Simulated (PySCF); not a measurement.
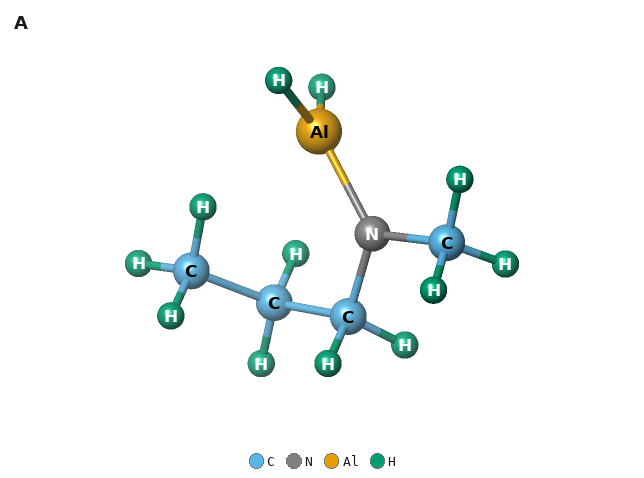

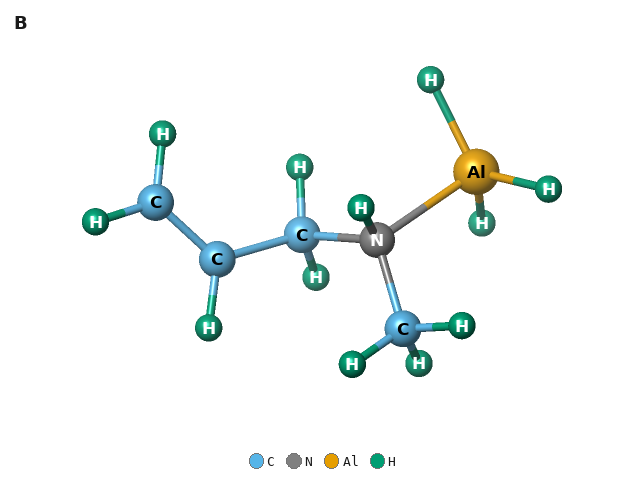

2 stationary structures of one formula. Geometries: GFN2-xTB. Electronic energies: PBE0/pcSseg-1 (PySCF 2.14.0), without zero-point energy. No frequency run is at hand to confirm each as a minimum. Each is one conformer, not always the lowest.

> Are they conformers, stereoisomers or constitutional isomers?

They are constitutional isomers of C4H12AlN: A `CCC[N](C)[AlH2]`, B `C=CC[N@@H+](C)[AlH3-]`.

> Which is lowest in energy, and by how much?

A is lowest; B lies 15.1 kcal/mol above it.

The geometry is semi-empirical. Around Al such bond lengths and angles can be off by a tenth of an ångström or more and by several degrees, and values that hang on the shape move with them.
